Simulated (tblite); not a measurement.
## C$_{7}$H$_{10}$OSi: geometry relaxation (part 2 of 2)

C$_{7}$H$_{10}$OSi; GFN2-xTB geometry optimisation, gas phase (tblite 0.8.0). It belongs to a series of runs on one base structure; here: constitutional isomer.

Geometry of the input (Å):
```
C  -3.2678  0.1228  0.3562
C  -1.8001  -0.0465  0.1913
C  -1.2218  -1.3347  0.1908
C  0.1510  -1.4836  0.0651
C  0.9859  -0.3787  -0.0099
O  2.3189  -0.6428  -0.1279
Si 3.6720  0.3135  -0.2669
C  0.4399  0.9074  0.0146
C  -0.9463  1.0601  0.1255
H  -3.8236  -0.7132  -0.0885
H  -3.5391  0.1848  1.4167
H  -3.6194  1.0354  -0.1420
H  -1.8681  -2.2114  0.2745
H  0.5831  -2.4911  0.0559
H  4.8829  -0.5308  -0.3406
H  3.7788  1.2104  0.9264
H  3.5814  1.1496  -1.4842
H  1.0505  1.7868  -0.0514
H  -1.3681  2.0712  0.1580
```

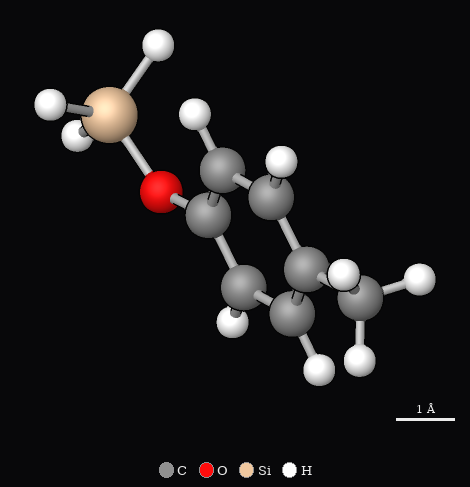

*The geometry at step 17 of the log (ball-and-stick view, seen at a tilt).*

Trajectory as extended XYZ, continued
```
19
Properties=species:S:1:pos:R:3:forces:R:3 step=12 energy=-705.82052
C    -3.2562    0.1231    0.3537    0.0010   0.0080  -0.0060
C    -1.7729   -0.0517    0.2142    0.0270  -0.0270  -0.0280
C    -1.2048   -1.3205    0.1858    0.0380   0.0060   0.0130
C     0.1622   -1.4911    0.0744    0.0290   0.0220  -0.0110
C     1.0019   -0.3837   -0.0164   -0.0190   0.0510   0.0150
O     2.3328   -0.5900   -0.1290   -0.0590  -0.0220   0.0120
Si    3.6316    0.3777   -0.2579   -0.0510  -0.0690  -0.0250
C     0.4434    0.8887    0.0126   -0.0140   0.0070  -0.0110
C    -0.9268    1.0472    0.1229    0.0040  -0.0190   0.0270
H    -3.7902   -0.7181   -0.0812    0.0160  -0.0210  -0.0100
H    -3.5345    0.1866    1.4059    0.0310  -0.0060   0.0260
H    -3.5879    1.0367   -0.1326    0.0110   0.0290  -0.0190
H    -1.8384   -2.1938    0.2522   -0.0100   0.0260   0.0030
H     0.5981   -2.4789    0.0540   -0.0110   0.0200  -0.0060
H     4.6728   -0.6339   -0.3204    0.0120  -0.0270   0.0000
H     3.7551    1.2373    0.9209   -0.0050   0.0520  -0.0300
H     3.5555    1.1810   -1.4818    0.0010   0.0360   0.0570
H     1.0957    1.7484   -0.0550   -0.0360  -0.0260  -0.0050
H    -1.3471    2.0442    0.1415    0.0360  -0.0400  -0.0020
19
Properties=species:S:1:pos:R:3:forces:R:3 step=13 energy=-705.82147
C    -3.2541    0.1230    0.3538   -0.0180   0.0060  -0.0110
C    -1.7710   -0.0517    0.2147    0.0040  -0.0330  -0.0380
C    -1.2042   -1.3210    0.1851    0.0290  -0.0090   0.0260
C     0.1629   -1.4911    0.0746    0.0050   0.0020  -0.0130
C     1.0010   -0.3829   -0.0160   -0.0140   0.0220   0.0160
O     2.3304   -0.5899   -0.1285   -0.0110  -0.0350   0.0070
Si    3.6293    0.3763   -0.2586   -0.0470  -0.0540   0.0140
C     0.4442    0.8890    0.0131   -0.0510   0.0120  -0.0140
C    -0.9255    1.0475    0.1230   -0.0150  -0.0190   0.0320
H    -3.7889   -0.7179   -0.0817    0.0250  -0.0160  -0.0020
H    -3.5324    0.1862    1.4062    0.0290  -0.0030   0.0180
H    -3.5864    1.0363   -0.1333    0.0160   0.0260  -0.0100
H    -1.8386   -2.1947    0.2522    0.0060   0.0510  -0.0010
H     0.5991   -2.4790    0.0535   -0.0120   0.0300  -0.0050
H     4.6667   -0.6374   -0.3198    0.0320  -0.0390  -0.0030
H     3.7540    1.2401    0.9170   -0.0040   0.0440  -0.0200
H     3.5549    1.1836   -1.4771   -0.0030   0.0490   0.0110
H     1.0948    1.7482   -0.0558   -0.0030   0.0040  -0.0060
H    -1.3457    2.0444    0.1412    0.0310  -0.0380  -0.0010
19
Properties=species:S:1:pos:R:3:forces:R:3 step=14 energy=-705.82222
C    -3.2526    0.1231    0.3537   -0.0260   0.0040  -0.0120
C    -1.7696   -0.0521    0.2144   -0.0120  -0.0360  -0.0310
C    -1.2031   -1.3217    0.1850   -0.0010   0.0030   0.0270
C     0.1635   -1.4909    0.0745   -0.0110  -0.0080  -0.0080
C     0.9999   -0.3819   -0.0153   -0.0110  -0.0110   0.0110
O     2.3279   -0.5907   -0.1279    0.0250  -0.0370   0.0030
Si    3.6267    0.3742   -0.2589   -0.0210  -0.0240   0.0370
C     0.4440    0.8895    0.0132   -0.0300   0.0090  -0.0130
C    -0.9247    1.0472    0.1236   -0.0490  -0.0110   0.0260
H    -3.7874   -0.7180   -0.0822    0.0260  -0.0090   0.0040
H    -3.5301    0.1858    1.4068    0.0270  -0.0010   0.0010
H    -3.5849    1.0365   -0.1342    0.0200   0.0150   0.0020
H    -1.8388   -2.1946    0.2521    0.0120   0.0490  -0.0030
H     0.5999   -2.4786    0.0531   -0.0040   0.0280  -0.0050
H     4.6623   -0.6410   -0.3194    0.0350  -0.0390  -0.0040
H     3.7529    1.2434    0.9135   -0.0050   0.0270  -0.0190
H     3.5544    1.1868   -1.4730   -0.0060   0.0470  -0.0120
H     1.0940    1.7481   -0.0565    0.0140   0.0220  -0.0050
H    -1.3441    2.0441    0.1409    0.0170  -0.0280   0.0020
19
Properties=species:S:1:pos:R:3:forces:R:3 step=15 energy=-705.82276
C    -3.2519    0.1232    0.3535   -0.0170  -0.0010  -0.0100
C    -1.7689   -0.0530    0.2136   -0.0350  -0.0090  -0.0130
C    -1.2025   -1.3220    0.1854   -0.0100  -0.0010   0.0170
C     0.1638   -1.4908    0.0743   -0.0290  -0.0060   0.0010
C     0.9989   -0.3813   -0.0146    0.0030  -0.0260   0.0010
O     2.3263   -0.5923   -0.1274    0.0370  -0.0290   0.0020
Si    3.6247    0.3719   -0.2586    0.0090   0.0030   0.0330
C     0.4435    0.8901    0.0130   -0.0260   0.0020  -0.0060
C    -0.9250    1.0467    0.1245   -0.0240  -0.0110   0.0090
H    -3.7859   -0.7183   -0.0825    0.0180  -0.0060   0.0060
H    -3.5279    0.1854    1.4073    0.0230   0.0020  -0.0120
H    -3.5835    1.0370   -0.1348    0.0190   0.0060   0.0100
H    -1.8388   -2.1938    0.2522    0.0070   0.0310  -0.0020
H     0.6003   -2.4779    0.0527    0.0050   0.0160  -0.0050
H     4.6604   -0.6440   -0.3192    0.0230  -0.0280  -0.0030
H     3.7522    1.2463    0.9106   -0.0070   0.0110  -0.0170
H     3.5539    1.1899   -1.4700   -0.0080   0.0300  -0.0120
H     1.0933    1.7486   -0.0571    0.0170   0.0260  -0.0040
H    -1.3427    2.0435    0.1408   -0.0050  -0.0090   0.0050
19
Properties=species:S:1:pos:R:3:forces:R:3 step=16 energy=-705.82303
C    -3.2519    0.1232    0.3532   -0.0090  -0.0020  -0.0070
C    -1.7693   -0.0536    0.2128   -0.0210   0.0040  -0.0010
C    -1.2023   -1.3222    0.1860   -0.0270   0.0120   0.0070
C     0.1634   -1.4908    0.0741   -0.0110  -0.0010   0.0050
C     0.9984   -0.3812   -0.0142    0.0070  -0.0200  -0.0050
O     2.3259   -0.5938   -0.1270    0.0270  -0.0150   0.0030
Si    3.6241    0.3705   -0.2580    0.0250   0.0130   0.0120
C     0.4428    0.8905    0.0128    0.0120  -0.0080  -0.0030
C    -0.9256    1.0463    0.1251   -0.0200  -0.0050  -0.0030
H    -3.7850   -0.7186   -0.0826    0.0050  -0.0070   0.0040
H    -3.5263    0.1853    1.4073    0.0160   0.0030  -0.0130
H    -3.5826    1.0373   -0.1350    0.0130   0.0030   0.0110
H    -1.8390   -2.1929    0.2523   -0.0040   0.0070   0.0000
H     0.6006   -2.4773    0.0524    0.0060   0.0070  -0.0040
H     4.6608   -0.6456   -0.3193    0.0090  -0.0150  -0.0020
H     3.7517    1.2479    0.9088   -0.0070   0.0050  -0.0100
H     3.5537    1.1918   -1.4686   -0.0080   0.0120   0.0000
H     1.0930    1.7493   -0.0574    0.0020   0.0090  -0.0010
H    -1.3423    2.0432    0.1409   -0.0150  -0.0030   0.0070
19
Properties=species:S:1:pos:R:3:forces:R:3 step=17 energy=-705.82315
C    -3.2522    0.1232    0.3529   -0.0010  -0.0030  -0.0040
C    -1.7699   -0.0538    0.2124   -0.0150   0.0130   0.0040
C    -1.2028   -1.3220    0.1864   -0.0060   0.0050  -0.0010
C     0.1630   -1.4908    0.0741   -0.0130   0.0070   0.0070
C     0.9984   -0.3815   -0.0141    0.0140  -0.0090  -0.0070
O     2.3263   -0.5948   -0.1269    0.0140  -0.0050   0.0040
Si    3.6244    0.3700   -0.2576    0.0240   0.0080  -0.0050
C     0.4426    0.8905    0.0127    0.0050  -0.0090   0.0000
C    -0.9262    1.0460    0.1253    0.0120  -0.0020  -0.0100
H    -3.7847   -0.7188   -0.0826   -0.0030  -0.0090   0.0010
H    -3.5254    0.1853    1.4072    0.0090   0.0030  -0.0070
H    -3.5821    1.0375   -0.1349    0.0060   0.0050   0.0070
H    -1.8391   -2.1924    0.2524   -0.0120  -0.0050   0.0020
H     0.6007   -2.4769    0.0522    0.0030   0.0000  -0.0030
H     4.6618   -0.6461   -0.3194    0.0000  -0.0070  -0.0010
H     3.7515    1.2485    0.9079   -0.0060   0.0060  -0.0020
H     3.5535    1.1927   -1.4681   -0.0080   0.0030   0.0080
H     1.0928    1.7499   -0.0576   -0.0060  -0.0030   0.0000
H    -1.3424    2.0430    0.1411   -0.0180   0.0000   0.0070
19
Properties=species:S:1:pos:R:3:forces:R:3 step=18 energy=-705.82321
C    -3.2524    0.1232    0.3527    0.0010  -0.0010  -0.0030
C    -1.7705   -0.0536    0.2123    0.0050   0.0100   0.0030
C    -1.2032   -1.3218    0.1866   -0.0090   0.0040  -0.0030
C     0.1625   -1.4907    0.0743    0.0060   0.0050   0.0040
C     0.9986   -0.3818   -0.0142    0.0090   0.0020  -0.0050
O     2.3268   -0.5954   -0.1267    0.0040   0.0010   0.0040
Si    3.6250    0.3699   -0.2574    0.0160   0.0010  -0.0120
C     0.4426    0.8903    0.0126    0.0140  -0.0090  -0.0010
C    -0.9263    1.0458    0.1253    0.0090   0.0010  -0.0090
H    -3.7846   -0.7191   -0.0825   -0.0070  -0.0080  -0.0010
H    -3.5248    0.1853    1.4069    0.0040   0.0020  -0.0010
H    -3.5817    1.0377   -0.1346    0.0000   0.0070   0.0030
H    -1.8394   -2.1922    0.2525   -0.0130  -0.0070   0.0020
H     0.6008   -2.4767    0.0520   -0.0030   0.0010  -0.0010
H     4.6624   -0.6465   -0.3195   -0.0020  -0.0030  -0.0010
H     3.7513    1.2488    0.9074   -0.0040   0.0080   0.0030
H     3.5533    1.1931   -1.4678   -0.0060   0.0000   0.0100
H     1.0927    1.7502   -0.0576   -0.0110  -0.0100   0.0010
H    -1.3428    2.0428    0.1414   -0.0140  -0.0030   0.0050
19
Properties=species:S:1:pos:R:3:forces:R:3 step=19 energy=-705.82326
C    -3.2526    0.1231    0.3524    0.0030   0.0010  -0.0010
C    -1.7707   -0.0534    0.2123    0.0100   0.0020  -0.0010
C    -1.2037   -1.3216    0.1866    0.0070  -0.0020  -0.0040
C     0.1623   -1.4906    0.0745    0.0030   0.0040   0.0010
C     0.9990   -0.3821   -0.0144    0.0070   0.0040  -0.0020
O     2.3274   -0.5957   -0.1265    0.0000   0.0040   0.0030
Si    3.6257    0.3699   -0.2575    0.0050  -0.0040  -0.0090
C     0.4428    0.8900    0.0126    0.0040  -0.0040  -0.0010
C    -0.9263    1.0457    0.1250    0.0120   0.0030  -0.0070
H    -3.7845   -0.7195   -0.0825   -0.0070  -0.0030  -0.0010
H    -3.5242    0.1854    1.4067    0.0000   0.0010   0.0040
H    -3.5814    1.0380   -0.1344   -0.0040   0.0060   0.0000
H    -1.8398   -2.1922    0.2525   -0.0110  -0.0040   0.0020
H     0.6008   -2.4765    0.0519   -0.0050  -0.0010   0.0000
H     4.6624   -0.6470   -0.3196   -0.0010  -0.0020  -0.0010
H     3.7510    1.2493    0.9071   -0.0020   0.0070   0.0040
H     3.5530    1.1935   -1.4673   -0.0050   0.0000   0.0060
H     1.0924    1.7501   -0.0577   -0.0070  -0.0090   0.0000
H    -1.3433    2.0426    0.1416   -0.0080  -0.0040   0.0040
19
Properties=species:S:1:pos:R:3:forces:R:3 step=20 energy=-705.82328
C    -3.2525    0.1231    0.3523    0.0030   0.0010   0.0000
C    -1.7706   -0.0532    0.2123    0.0100  -0.0030  -0.0030
C    -1.2037   -1.3216    0.1866    0.0030  -0.0050  -0.0030
C     0.1623   -1.4904    0.0746    0.0080  -0.0010  -0.0010
C     0.9993   -0.3822   -0.0145    0.0020   0.0030   0.0010
O     2.3277   -0.5957   -0.1264    0.0000   0.0040   0.0020
Si    3.6260    0.3699   -0.2576    0.0000  -0.0030  -0.0010
C     0.4430    0.8897    0.0125    0.0010  -0.0010  -0.0020
C    -0.9260    1.0457    0.1248    0.0030   0.0010  -0.0030
H    -3.7846   -0.7197   -0.0825   -0.0040   0.0020   0.0000
H    -3.5239    0.1855    1.4067   -0.0020   0.0010   0.0030
H    -3.5812    1.0383   -0.1343   -0.0050   0.0030   0.0000
H    -1.8402   -2.1922    0.2526   -0.0050   0.0020   0.0020
H     0.6008   -2.4763    0.0518   -0.0060  -0.0010   0.0010
H     4.6621   -0.6475   -0.3196    0.0020  -0.0020  -0.0010
H     3.7508    1.2498    0.9070   -0.0010   0.0040   0.0020
H     3.5526    1.1939   -1.4669   -0.0040   0.0010   0.0020
H     1.0922    1.7499   -0.0577   -0.0010  -0.0030   0.0000
H    -1.3437    2.0424    0.1418   -0.0030  -0.0030   0.0020
19
Properties=species:S:1:pos:R:3:forces:R:3 step=21 energy=-705.82329
C    -3.2524    0.1231    0.3522    0.0020   0.0020   0.0010
C    -1.7704   -0.0532    0.2122    0.0040  -0.0050  -0.0040
C    -1.2037   -1.3216    0.1865    0.0050  -0.0030  -0.0020
C     0.1624   -1.4904    0.0746    0.0020  -0.0020  -0.0010
C     0.9994   -0.3822   -0.0145    0.0010   0.0000   0.0010
O     2.3278   -0.5957   -0.1263    0.0010   0.0020   0.0020
Si    3.6261    0.3699   -0.2577   -0.0010   0.0000   0.0030
C     0.4431    0.8896    0.0125   -0.0010   0.0010  -0.0020
C    -0.9259    1.0457    0.1247   -0.0010   0.0000  -0.0020
H    -3.7846   -0.7198   -0.0825   -0.0020   0.0050   0.0010
H    -3.5238    0.1855    1.4067   -0.0010   0.0000   0.0010
H    -3.5812    1.0384   -0.1342   -0.0040   0.0000   0.0000
H    -1.8404   -2.1921    0.2526   -0.0020   0.0030   0.0010
H     0.6007   -2.4763    0.0518   -0.0040  -0.0030   0.0010
H     4.6619   -0.6478   -0.3196    0.0020  -0.0010  -0.0010
H     3.7507    1.2501    0.9069   -0.0010   0.0020   0.0000
H     3.5524    1.1941   -1.4667   -0.0030   0.0020   0.0000
H     1.0921    1.7497   -0.0578    0.0030   0.0000  -0.0010
H    -1.3439    2.0423    0.1419   -0.0010  -0.0030   0.0020
```

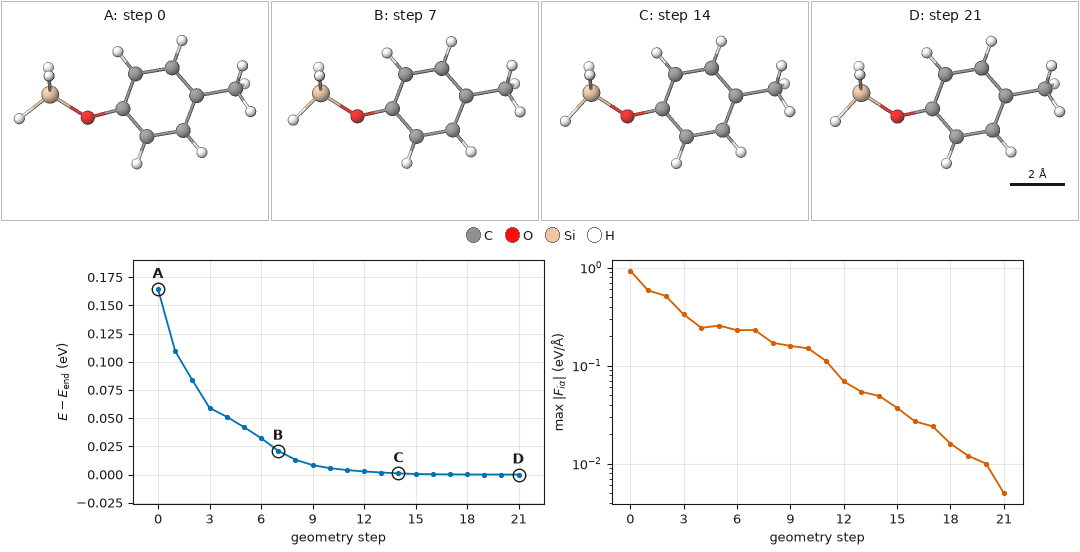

*Frames of the relaxation (ball-and-stick view, seen at a tilt) above the curves, on which the letters mark them (steps are counted from 0).*

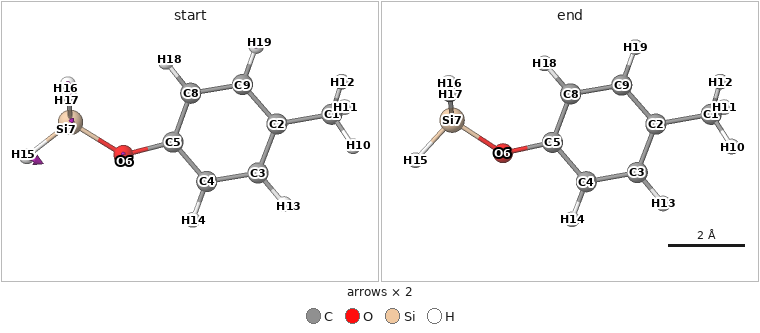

*Before (left) and after (right) the relaxation, at one scale (ball-and-stick view, seen at a tilt). The pink arrows give the displacements, magnified 2 times.*

The atom that moves furthest after the best rigid fit is H15 (0.25 Å). By element the largest moves are H 0.25 Å, Si 0.07 Å, O 0.05 Å, C 0.04 Å. Among the contacts that change: O6–Si7 1.663 → 1.623 Å, Si7–H16 1.497 → 1.465 Å, Si7–H15 1.478 → 1.453 Å, C2–C3 1.412 → 1.389 Å. Among the angles that change: O6–Si7–H15 110.0° → 99.0°, H15–Si7–H16 108.9° → 113.2°, C5–C8–H18 122.1° → 119.2°. After 21 geometry steps the energy has fallen by 0.164 eV. The largest force component goes from 0.93 to 0.005 eV/Å. (Atoms are counted from 1 in the order of the input.)
